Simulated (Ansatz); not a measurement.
# BH3S: the cost of one run

Computed with Ansatz 0.2.0, Gaussian basis. Level: PBE0-D4/def2-TZVP structures, single points in def2-TZVPP, no counterpoise correction.

Levels: SPW92, PBE-D4, BLYP-D4, r2SCAN-D4, B97M-V, PBE0-D4, B3LYP-D4, r2SCAN0-D4, BHLYP-D4, CAM-B3LYP-D4, wB97X-V, wB97M-V, B2PLYP, PBE-QIDH, RPA on PBE, Hartree-Fock, MP2, CCSD, CCSD(T).

Cores are frozen in the correlated methods. B3LYP uses VWN-RPA correlation. B2PLYP carries no dispersion term here.

94 further runs of the same task are left out: 94 set aside as unsound or not needed.

## 1. The starting structure

The complex: 11 atoms, charge 0, spin multiplicity 1.

Atoms are counted from 1 here; the program's logs count them from 0.

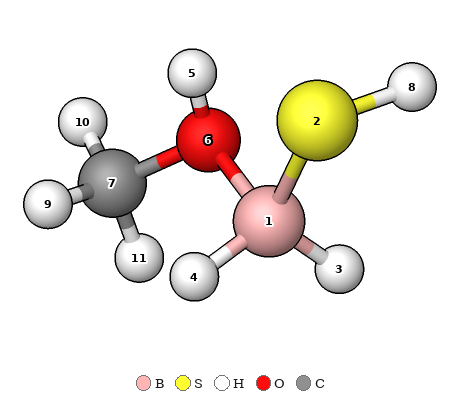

Start geometry, drawn with boron pink, sulfur yellow, hydrogen white, oxygen red, carbon grey; atoms are numbered from 1 in the order of the file.

As a file:

```xyz
11

B     0.4405   -0.8093   -0.6294
S     2.2715   -0.9310   -0.2568
H     0.1280   -0.6696   -1.7782
H    -0.1555   -1.6479   -0.0010
H     0.7178    0.7671    0.7310
O     0.0075    0.6243    0.0844
C    -1.2945    0.6915    0.6784
H     2.7383   -0.1474   -1.2426
H    -1.4010   -0.0715    1.4507
H    -1.4469    1.6905    1.0857
H    -2.0058    0.5031   -0.1221
```

Its parts: BH₃S holds atoms 1, 2, 3, 4, 8; CH₄O holds atoms 5, 6, 7, 9, 10, 11. Each part counts its atoms afresh in its own runs.

## 2. Relaxing BH₃S alone

relax-a/in.yaml

```yaml
crystal:
  periodic: [false, false, false]
  atoms:
    - {symbol: B, position_ang: [0.440493, -0.809317, -0.629429]}
    - {symbol: S, position_ang: [2.271530, -0.930980, -0.256753]}
    - {symbol: H, position_ang: [0.128027, -0.669554, -1.778233]}
    - {symbol: H, position_ang: [-0.155504, -1.647909, -0.001029]}
    - {symbol: H, position_ang: [2.738283, -0.147445, -1.242591]}
basis:
  gaussian: {orbitals: def2-TZVP}
hamiltonian: {xc: pbe0, dispersion: d4}
relax: {f_tol: 0.005, max_steps: 200}
```

Command:

```sh
> ansatz run in.yaml --threads 4 --pin off --events-out ev --progress --plain --max-ram 9574MiB
```

**Question.** How long does this run take on 4 threads of Arm Neoverse V1, shared host?

About 3.8 s.
